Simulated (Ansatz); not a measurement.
**SnAs: relaxed, then solved by several methods, part 1 of 2**

Aim: relax SnAs, then solve it with and without frozen cores. Methods of the runs shown: PAW and LAPW. Its runs: cell and atoms relaxed (PAW); the reference run (LAPW and PAW).

The COD entry's cell or inner coordinates are ideal or old and differ from later refinements, so a difference from it is no clean test against experiment.

Method: DFT PBEsol, with the methods named in each step, in Ansatz 0.2.0.

### Step 1. Starting point

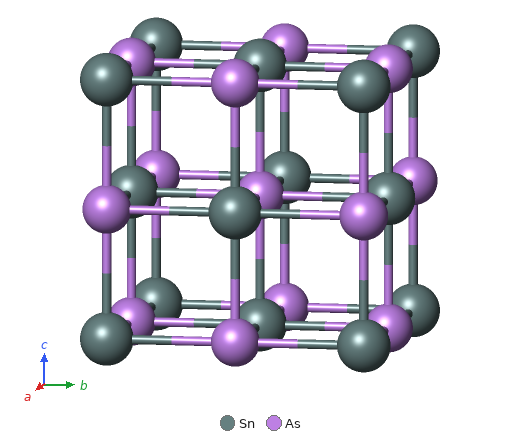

The starting structure, seen slightly off an axis (tin teal, arsenic purple). Atoms on the faces are drawn again on the opposite ones. The cell drawn here is the conventional one.

Structure file:

```xyz
2
Lattice="0.0000 2.8405 2.8405 2.8405 0.0000 2.8405 2.8405 2.8405 0.0000" Properties=species:S:1:pos:R:3 pbc="T T T"
Sn    0.0000    0.0000    0.0000
As    2.8405    2.8405    2.8405
```

Atoms are numbered in the order of the input: Sn1, As2.

### Step 2. Cell and atoms relaxed, PAW

File input.yaml:

```yaml
crystal:
  lattice:
    - [0.0, 2.8405, 2.8405]
    - [2.8405, 0.0, 2.8405]
    - [2.8405, 2.8405, 0.0]
  atoms:
    - { symbol: Sn, position: [0.0, 0.0, 0.0] }
    - { symbol: As, position: [0.5, 0.5, 0.5] }
kpoints:
  mp_grid: { grid: [13, 13, 13] }
scf:
  occupations: { method: fermi_dirac, width: 0.05 }
hamiltonian:
  xc: pbesol
  pseudopotentials: { kind: paw }
output:
  forces: true
  stress: true
relax:
  f_tol: 0.005
  max_steps: 50
  cell: {}
```

The run is started by

```sh
> ansatz run input.yaml --threads 1 --pin off --max-ram 2048MiB --backend cpu --events-out ev --progress --plain --runs-dir out
```

What it wrote:

```text
Engine: ansatz 0.2.0
Pseudopotentials: kind: paw
Pseudopotential: Sn, paw, valence charge 14, recommended cutoff 420 eV (normal)
Pseudopotential: As, paw, valence charge 15, recommended cutoff 420 eV (normal)
Functional definition: PBEsol
  exchange = pbesol_x
  correlation = pbesol_c
Crystal: 2 atoms, lattice volume = 45.837 Å³
Basis set: ecut = 420 eV, 893 PW (Γ), exchange–correlation on 54×54×54 points (8 copies of the dense FFT grid, shifted against one another)
Bands: 19, of which v1, the nominal top of the filled ones, is band 15 counted from 1 (14 counted from 0)
Symmetry: 48 space group operations
Space group: Fm-3m (ITA 225), of the structure as read, at distance tolerance 3.6e-5 Å
k-points: 84 of 2197
Non-local potential: Sn, projectors of the file, l = 0: 2, l = 1: 2, l = 2: 2, l = 3: 2
Non-local potential: As, projectors of the file, l = 0: 2, l = 1: 2, l = 2: 3, l = 3: 1
PAW form: soft (Blöchl's): semilocal exchange-correlation on the pseudo side does not see the compensation charge
PAW frozen core: Sn, regenerated for the run's functional, and the local potential with it (the file was generated under x = pbe(κ = 0.804, μ = 0.2195149727645171), c = pbe(β = 0.06672455060314922))
PAW frozen core: As, regenerated for the run's functional, and the local potential with it (the file was generated under x = pbe(κ = 0.804, μ = 0.2195149727645171), c = pbe(β = 0.06672455060314922))
PAW one-centre angular grid: Sn, 590 points (default); XC on 64 Gauss nodes
PAW one-centre angular grid: As, 590 points (default); XC on 64 Gauss nodes
Initial density: superposition of atomic densities (neutral atoms: chi_scale 0, normalization atom), corrected by the library's trained network
Initial wavefunctions: pseudopotential atomic-orbital guess
Functional: x = pbesol(κ = 0.804, μ = 0.12345679012345678), c = pbesol(β = 0.046)
SCF iter   1: F=—  HF=-10762.986282 eV  |F-HF|=—  |Δ(HF+E_count)|=         —  Δρ=2.98e-3  dr2=5.72e-3  ethr=1.77e-3  ⟨swp⟩=6.0  Hψ=7857  notcnv=0
preconditioner: auto → Kerker (q_TF=auto, 2.528 Å⁻¹)  [metal: Δε(μ)=0.118 eV  Ē_g=18.405 eV  σ=0.050 eV  W_gap=0.43  n_scr=14 (ndim 8)  ℏωp=23.9 eV  f_vac=0.000  D(μ)=0.57/eV (n_scr^D=0)]
SCF iter   2: F=—  HF=-10762.983429 eV  |F-HF|=—  |Δ(HF+E_count)|=   2.85e-3  Δρ=1.84e-3  dr2=2.07e-3  ethr=1.97e-5  ⟨swp⟩=2.6  Hψ=3391  notcnv=0
SCF iter   3: F=—  HF=-10762.982895 eV  |F-HF|=—  |Δ(HF+E_count)|=   5.34e-4  Δρ=5.94e-4  dr2=2.49e-4  ethr=7.13e-6  ⟨swp⟩=2.7  Hψ=2897  notcnv=0
SCF iter   4: F=—  HF=-10762.982831 eV  |F-HF|=—  |Δ(HF+E_count)|=   6.34e-5  Δρ=2.78e-4  dr2=3.33e-5  ethr=8.57e-7  ⟨swp⟩=2.0  Hψ=2802  notcnv=0
SCF iter   5: F=—  HF=-10762.982834 eV  |F-HF|=—  |Δ(HF+E_count)|=   2.40e-6  Δρ=7.98e-5  dr2=3.98e-6  ethr=1.15e-7  ⟨swp⟩=2.0  Hψ=2398  notcnv=0
SCF iter   6: F=—  HF=-10762.982834 eV  |F-HF|=—  |Δ(HF+E_count)|=   5.58e-7  Δρ=5.28e-5  dr2=8.00e-7  ethr=1.37e-8  ⟨swp⟩=2.0  Hψ=2784  notcnv=0
SCF iter   7: F=-10762.982834 eV  HF=-10762.982834 eV  |F-HF|=2.52e-8  |Δ(HF+E_count)|=   5.84e-7  Δρ=8.73e-6  dr2=4.42e-8  ethr=3.45e-10  ⟨swp⟩=3.0  Hψ=6426  notcnv=0
SCF 1 converged in 7 iterations: F = -10762.982834 eV  dr2 = 4.42e-8
relax step   1: F+E_penalty+E_count = -10762.98283378 eV  Δ(F+E_penalty+E_count) = +0.000e0 eV  max|allowed force component| = 1.479e-30 eV/Å  Δτ_max = 0.0000 Å  P = +1.248 GPa  Ω = 45.837 Å³  (7 SCF iters, dr2 threshold 1.00e-7 eV, accepted)
Crystal: 2 atoms, lattice volume = 47.357 Å³
Basis set: ecut = 420 eV, 941 PW (Γ), exchange–correlation on 54×54×54 points (8 copies of the dense FFT grid, shifted against one another)
Initial density: handed on by an earlier stage of this run
Initial wavefunctions: those handed on with the density
iter 1 solved again at ethr=1.45e-6 eV; its pass at ethr=3.10e-3 eV (dr2=4.19e-4 eV) is discarded
SCF iter   1: F=—  HF=-10762.982609 eV  |F-HF|=—  |Δ(HF+E_count)|=         —  Δρ=8.88e-4  dr2=4.16e-4  ethr=1.45e-6  ⟨swp⟩=2.1  Hψ=9708  notcnv=0
preconditioner: auto → Kerker (q_TF=auto, 2.514 Å⁻¹)  [metal: Δε(μ)=0.061 eV  Ē_g=18.269 eV  σ=0.050 eV  W_gap=0.28  n_scr=14 (ndim 8)  ℏωp=23.5 eV  f_vac=0.000  D(μ)=0.63/eV (n_scr^D=0)]
SCF iter   2: F=—  HF=-10762.982603 eV  |F-HF|=—  |Δ(HF+E_count)|=   5.59e-6  Δρ=5.95e-4  dr2=1.89e-4  ethr=1.43e-6  ⟨swp⟩=1.0  Hψ=1596  notcnv=0
SCF iter   3: F=—  HF=-10762.982614 eV  |F-HF|=—  |Δ(HF+E_count)|=   1.06e-5  Δρ=1.40e-4  dr2=1.33e-5  ethr=6.52e-7  ⟨swp⟩=2.0  Hψ=2803  notcnv=0
SCF iter   4: F=—  HF=-10762.982611 eV  |F-HF|=—  |Δ(HF+E_count)|=   3.06e-6  Δρ=7.72e-5  dr2=3.56e-6  ethr=4.59e-8  ⟨swp⟩=2.0  Hψ=2815  notcnv=0
SCF iter   5: F=-10762.982612 eV  HF=-10762.982612 eV  |F-HF|=5.80e-9  |Δ(HF+E_count)|=   1.08e-6  Δρ=1.52e-5  dr2=1.29e-7  ethr=6.90e-10  ⟨swp⟩=3.7  Hψ=6292  notcnv=0
SCF 2 converged in 5 iterations: F = -10762.982612 eV  dr2 = 1.29e-7
relax step   2: F+E_penalty+E_count = -10762.98261171 eV  Δ(F+E_penalty+E_count) = +2.221e-4 eV  max|allowed force component| = 1.446e-30 eV/Å  Δτ_max = 0.0000 Å  P = -1.139 GPa  Ω = 47.357 Å³  energy of the carried Pulay correction = -3.818e-4 eV  (5 SCF iters, dr2 threshold 2.00e-7 eV, accepted)
Crystal: 2 atoms, lattice volume = 46.619 Å³
iter 1 solved again at ethr=3.12e-7 eV; its pass at ethr=3.10e-3 eV (dr2=9.06e-5 eV) is discarded
SCF iter   1: F=—  HF=-10762.985543 eV  |F-HF|=—  |Δ(HF+E_count)|=         —  Δρ=4.21e-4  dr2=8.86e-5  ethr=3.12e-7  ⟨swp⟩=3.0  Hψ=9555  notcnv=0
preconditioner: auto → Kerker (q_TF=auto, 2.521 Å⁻¹)  [metal: Δε(μ)=0.088 eV  Ē_g=18.342 eV  σ=0.050 eV  W_gap=0.37  n_scr=14 (ndim 8)  ℏωp=23.7 eV  f_vac=0.000  D(μ)=0.61/eV (n_scr^D=0)]
SCF iter   2: F=—  HF=-10762.985542 eV  |F-HF|=—  |Δ(HF+E_count)|=   1.66e-6  Δρ=2.80e-4  dr2=3.96e-5  ethr=3.06e-7  ⟨swp⟩=1.0  Hψ=1596  notcnv=0
SCF iter   3: F=—  HF=-10762.985543 eV  |F-HF|=—  |Δ(HF+E_count)|=   1.19e-6  Δρ=6.54e-5  dr2=2.86e-6  ethr=1.37e-7  ⟨swp⟩=2.0  Hψ=2795  notcnv=0
SCF iter   4: F=—  HF=-10762.985542 eV  |F-HF|=—  |Δ(HF+E_count)|=   7.87e-7  Δρ=3.50e-5  dr2=7.19e-7  ethr=9.85e-9  ⟨swp⟩=2.0  Hψ=2816  notcnv=0
SCF iter   5: F=-10762.985542 eV  HF=-10762.985542 eV  |F-HF|=8.73e-10  |Δ(HF+E_count)|=   2.15e-7  Δρ=7.09e-6  dr2=2.68e-8  ethr=6.90e-10  ⟨swp⟩=4.8  Hψ=4897  notcnv=0
SCF 3 converged in 5 iterations: F = -10762.985542 eV  dr2 = 2.68e-8
relax step   3: F+E_penalty+E_count = -10762.98554233 eV  Δ(F+E_penalty+E_count) = -2.931e-3 eV  max|allowed force component| = 7.889e-31 eV/Å  Δτ_max = 0.0000 Å  P = -0.037 GPa  Ω = 46.619 Å³  energy of the carried Pulay correction = -1.981e-4 eV  (5 SCF iters, dr2 threshold 2.00e-7 eV, accepted)
Basis set: ecut = 420 eV, 941 PW (Γ), exchange–correlation on 60×60×60 points (8 copies of the dense FFT grid, shifted against one another)
Initial wavefunctions: pseudopotential atomic-orbital guess (no wavefunctions were taken with the density)
iter 1 solved again at ethr=1.75e-7 eV; its pass at ethr=3.10e-3 eV (dr2=5.08e-5 eV) is discarded
SCF iter   1: F=—  HF=-10762.985735 eV  |F-HF|=—  |Δ(HF+E_count)|=         —  Δρ=2.03e-5  dr2=4.69e-8  ethr=1.75e-7  ⟨swp⟩=2.9  Hψ=11619  notcnv=0
preconditioner: auto → Kerker (q_TF=auto, 2.521 Å⁻¹)  [metal: Δε(μ)=0.088 eV  Ē_g=18.343 eV  σ=0.050 eV  W_gap=0.38  n_scr=14 (ndim 8)  ℏωp=23.7 eV  f_vac=0.000  D(μ)=0.61/eV (n_scr^D=0)]
SCF iter   2: F=—  HF=-10762.985734 eV  |F-HF|=—  |Δ(HF+E_count)|=   6.33e-7  Δρ=1.15e-5  dr2=2.79e-8  ethr=1.62e-10  ⟨swp⟩=2.1  Hψ=2784  notcnv=0
SCF iter   3: F=—  HF=-10762.985734 eV  |F-HF|=—  |Δ(HF+E_count)|=   3.45e-8  Δρ=4.27e-6  dr2=7.65e-9  ethr=9.61e-11  ⟨swp⟩=1.5  Hψ=1814  notcnv=0
SCF iter   4: F=—  HF=-10762.985734 eV  |F-HF|=—  |Δ(HF+E_count)|=   1.05e-9  Δρ=1.04e-6  dr2=5.49e-10  ethr=2.64e-11  ⟨swp⟩=2.5  Hψ=2767  notcnv=0
SCF iter   5: F=—  HF=-10762.985734 eV  |F-HF|=—  |Δ(HF+E_count)|=  1.49e-10  Δρ=4.72e-7  dr2=1.10e-10  ethr=1.89e-12  ⟨swp⟩=2.3  Hψ=2755  notcnv=0
SCF iter   6: F=-10762.985734 eV  HF=-10762.985734 eV  |F-HF|=1.82e-12  |Δ(HF+E_count)|=  4.91e-11  Δρ=1.03e-7  dr2=4.27e-12  ethr=1.00e-12  ⟨swp⟩=5.0  Hψ=6948  notcnv=0
SCF 4 converged in 6 iterations: F = -10762.985734 eV  dr2 = 4.27e-12
relax step   4: F+E_penalty+E_count = -10762.98573447 eV  Δ(F+E_penalty+E_count) = -1.921e-4 eV  max|allowed force component| = 5.670e-31 eV/Å  Δτ_max = 0.0000 Å  P = -0.038 GPa  Ω = 46.619 Å³  stress off target by 3.81e-2 GPa  SCF on the basis re-selected at this cell (its energy is not comparable with the rows above)  (6 SCF iters)
basis re-selected at this cell: Δ(F+E_penalty+E_count) = -1.921e-4 eV, ΔP = -0.001 GPa vs the last step (what re-selecting the basis moved, of the pressure what is left beyond the Pulay correction that the steps carried, after the strain that the cell walked since its last selection, with what the two solves' SCF thresholds leave and, on support functions, any second-order correction that the steps lacked; it is no measure of the basis error at this ecutwfc). The dense FFT grid was sized anew with the basis: this SCF ran on 30×30×30 points, the steps before it on 27×27×27, so part of this shift can come from that change (see relax.cell in the input reference). This SCF's stress stands 3.81e-2 GPa from its target on what of the cell is left free (relax.cell.stress_tol is 5.00e-2 GPa) and its largest allowed force component is 5.67e-31 eV/Å (relax.f_tol is 5.00e-3 eV/Å): within both
SCF converged after 6 iterations
Free energy (F): -10762.985734 eV
Harris-Foulkes:  -10762.985734 eV  (|F-HF|=1.82e-12)
Internal energy: -10762.980754 eV  (E = F + TS)
E sigma→0 (E₀):  -10762.983244 eV
Entropy (-TS):   -0.004980 eV (-2.490 meV/atom)
Fermi energy:    10.979281 eV
--- Per-component energies (eV) ---
  E_band       = -299.025747
  E_kinetic    = 290.532160
  E_local      = -2469.929237  (includes V_loc(G=0)·N_el)
  E_nonlocal   = -698.784602
  E_hartree    = 1439.688887
  E_xc         = -458.410284
  E_vxc        = -176.783781  (∫ρ·V_xc dr)
  E_paw        = -5858.031871  (= ΣΔE_a)
  E_vpaw       = -123.438103  (= ΣTr[D̂ρ^β])
  E_aug_tail   = 0.000009  (compensation charges beyond the density's cutoff)
  E_ewald      = -3009.297085
  E_core_change = 1.251268  (= ΣΔE_core)
  E_smearing   = -0.004980  (= −TS)
  E_closure    = 0.000000  (closes the sum)
  Σ components = -10762.985734   (vs F -10762.985734, Δ=0.00e0)
--- Forces (eV/Å), atoms counted from 1 ---
  atom   1  Sn    -0.00000000    -0.00000000    -0.00000000
  atom   2  As     0.00000000    -0.00000000    -0.00000000
  max |Σ_I F_I| component: 1.23e-30 eV/Å
--- Stress (GPa, compression-positive) ---
       -0.038068       0.000000      -0.000000
        0.000000      -0.038068      -0.000000
       -0.000000      -0.000000      -0.038068
  P = ⅓ Tr σ = -0.0381 GPa (-0.381 kbar)
--- Relaxed structure (3 steps of the walk, 3 accepted, 1 SCFs on fresh bases) ---
  F+E_penalty+E_count = -10762.98573447 eV   max|allowed force component| = 5.670e-31 eV/Å   (the final SCF, on the basis selected at the relaxed cell)
  cell:  # Å, volume = 46.6194 Å³
    - [6.942444394820242e-34, 2.856574541562165, 2.856574541562165]
    - [2.856574541562165, 1.8470723619246515e-34, 2.856574541562165]
    - [2.856574541562165, 2.856574541562165, 2.8024546180925747e-34]
  atoms:
    - { symbol: Sn, position: [-4.590794108474291e-36, 4.590794108474331e-36, 5.297070125163283e-36] }
    - { symbol: As, position: [0.5, 0.5, 0.5] }
```

Run time: 18 s. Hardware: 1 thread of Arm Neoverse V1, shared host; peak memory 0.37 GiB.

Step by step:

| step | energy from step 1 (eV/cell) | largest force component (eV/Å) | pressure (GPa) | volume (Å³) |
| --- | --- | --- | --- | --- |
| 1 | 0.0000 | 0.0000 | 1.25 | 45.84 |
| 2 | 0.0002 | 0.0000 | -1.14 | 47.36 |
| 3 | -0.0027 | 0.0000 | -0.04 | 46.62 |
| 4 | -0.0029 | 0.0000 | -0.04 | 46.62 |

Step 1 is the start. Step 4 repeats the geometry before on a plane-wave basis chosen anew for that cell, so the energy can jump there without any move; the table keeps such jumps.

| input's cell | before | after | change |
| --- | --- | --- | --- |
| a (Å) | 4.017 | 4.040 | +0.6 % |
| b (Å) | 4.017 | 4.040 | +0.6 % |
| c (Å) | 4.017 | 4.040 | +0.6 % |
| volume (Å³/atom) | 22.92 | 23.31 | +1.7 % |

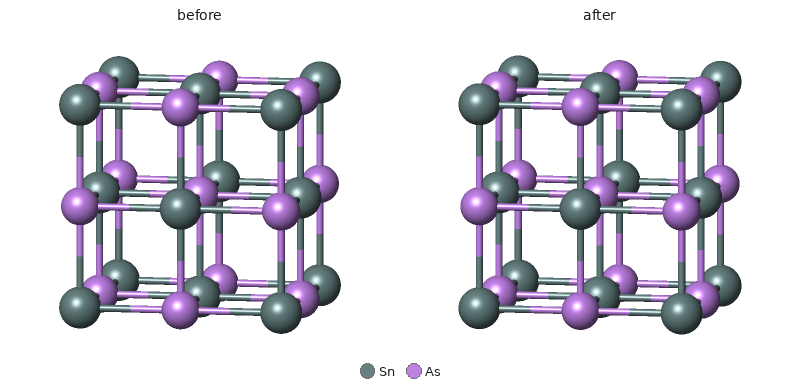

Start (left) and end (right) at the same scale.

(Continued in part 2 of 2.)
